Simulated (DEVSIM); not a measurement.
System: abrupt GaSb p-n junction, at 250 K.

| layer (left to right) | material | thickness (μm) | Nd (cm⁻³) | Na (cm⁻³) | τn (s) | τp (s) |
|---|---|---|---|---|---|---|
| 1 | GaSb | 6.70 | - | 8e16 | 4.1e-9 | 4.1e-9 |
| 2 | GaSb | 0.480 | 1.8e14 | - | 4.1e-9 | 4.1e-8 |

Left contact: ohmic. Right contact: ohmic. Voltage is applied to the left contact. Recombination: SRH at mid-gap, radiative. Mobility is μmin + (μ − μmin)/(1 + (N/Nref)^α).

This is a model device: material constants are rounded textbook-type values typed into the input, and sizes, dopings and lifetimes were drawn at random. Values at 300 K; Nc and Nv go as T^1.5, mobilities as T to minus their exponent, the gap by Varshni's rule with the affinity fixed.

| parameter | GaSb |
|---|---|
| gap (eV) | 0.726 |
| affinity (eV) | 4.06 |
| permittivity | 15.7 |
| Nc (cm⁻³) | 2.1e17 |
| Nv (cm⁻³) | 1.8e19 |
| μn (cm²/Vs) | 5000 |
| μp (cm²/Vs) | 850 |
| μn,min | 1000 |
| μp,min | 190 |
| Nref,n | 2.8e17 |
| Nref,p | 9e17 |
| αn | 1.05 |
| αp | 0.65 |
| T exponent of μn | 2 |
| T exponent of μp | 1.7 |
| B (cm³/s) | 1e-10 |
| Varshni α (eV/K) | 0.00042 |
| Varshni β (K) | 140 |

Model (solved in DEVSIM): 1D drift-diffusion, Boltzmann statistics, complete ionisation; no tunnelling, impact ionisation, image-force lowering or self-heating.

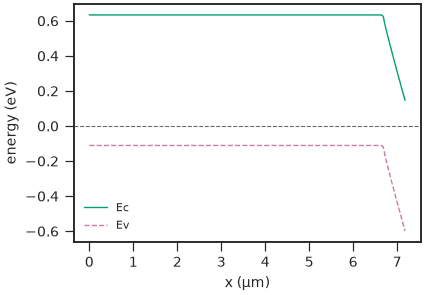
Fig. 1. Band edges at zero bias

Energies count from the Fermi level of the right contact; mesh points crowd at the junctions.

```csv
x (μm),Ec (eV),Ev (eV),n (cm⁻³),p (cm⁻³),field (V/cm)
0.000,0.634,-0.111,27000,8.0e16,≈ 0
0.02206,0.634,-0.111,27000,8.0e16,≈ 0
0.06426,0.634,-0.111,27000,8.0e16,≈ 0
0.1449,0.634,-0.111,27000,8.0e16,≈ 0
0.3883,0.634,-0.111,27000,8.0e16,≈ 0
0.7647,0.634,-0.111,27000,8.0e16,≈ 0
1.484,0.634,-0.111,27000,8.0e16,≈ 0
3.484,0.634,-0.111,27000,8.0e16,≈ 0
5.030,0.634,-0.111,27000,8.0e16,≈ 0
5.873,0.634,-0.111,27000,8.0e16,≈ 0
6.279,0.634,-0.111,27000,8.0e16,≈ 0
6.534,0.634,-0.111,27000,8.0e16,≈ 0
6.625,0.634,-0.111,27000,7.9e16,-160
6.672,0.629,-0.116,34000,6.3e16,-3300
6.703,0.602,-0.143,120000,1.8e16,-14000
6.727,0.573,-0.171,450000,4.8e15,-11000
6.770,0.529,-0.216,3400000,6.2e14,-9900
6.847,0.454,-0.290,1.1e8,1.9e13,-9600
7.015,0.296,-0.449,1.7e11,1.2e10,-9200
7.100,0.218,-0.526,6.4e12,3.3e8,-9100
7.149,0.174,-0.571,5.1e13,4.2e7,-9000
7.180,0.146,-0.598,1.8e14,1.2e7,-8900
```
